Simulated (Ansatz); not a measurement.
Stretching the Se1–H2 bond in FHSe (SMILES F[SeH]) (multiplicity 1 held, fragments rigid). Energies count from the point at 1.478 Å.
Geometry at that point (charge 0, multiplicity 1):
```csv
atom,x (Å),y (Å),z (Å)
Se,-0.1156,-0.2234,0.2595
H,-0.8996,-0.9550,-0.7575
F,0.5367,0.9499,-0.8963
```

U- levels take the lowest unrestricted solution at each point, which mixes spins at long bonds. Active spaces are followed from a long bond inwards. Levels need not reach the same state.

Cores are frozen in the correlated methods. Filled d and f shells under p-block atoms count as core.

Run with Ansatz (Gaussian orbitals). Values without a source in brackets are computed.

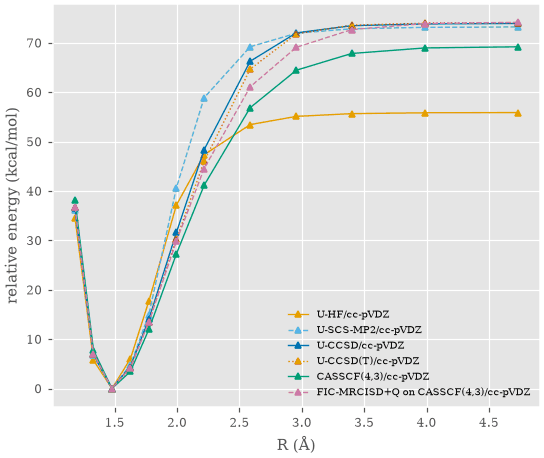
Relative energy along the coordinate

Doubts at one or more of the structures used: a spin-contaminated determinant (U-HF/cc-pVDZ, U-SCS-MP2/cc-pVDZ, U-CCSD/cc-pVDZ, U-CCSD(T)/cc-pVDZ); T1 above 0.05 (U-CCSD/cc-pVDZ, U-CCSD(T)/cc-pVDZ); active orbitals that take no part (CASSCF(4,3)/cc-pVDZ, FIC-MRCISD+Q on CASSCF(4,3)/cc-pVDZ).

Ansatz is an electronic-structure program.
